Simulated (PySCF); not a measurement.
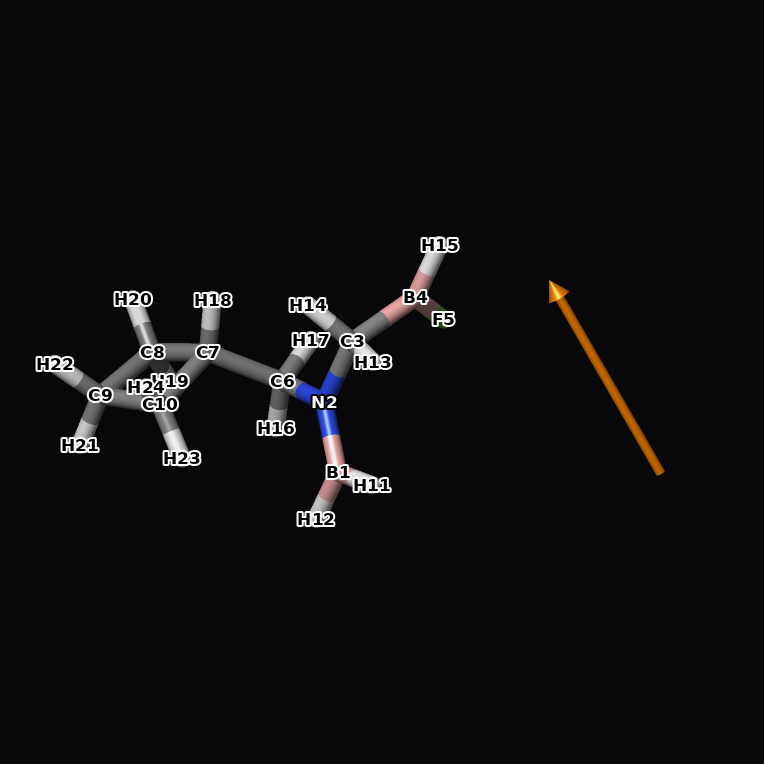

The arrow beside the molecule shows the direction of the dipole moment, from the negative to the positive end (its length means nothing). Computed geometry: GFN2-xTB optimisation. No frequency run is at hand to confirm it as a minimum. Level of theory: PBE0/pcSseg-1, gas phase (PySCF 2.14.0).

Estimate the dipole moment.

2.26 D; it points from the side of H12 to the side of H20, H22 (the outermost atoms at the two ends).

The geometry is semi-empirical. Around B such bond lengths and angles can be off by a tenth of an ångström or more and by several degrees, and values that hang on the shape move with them.
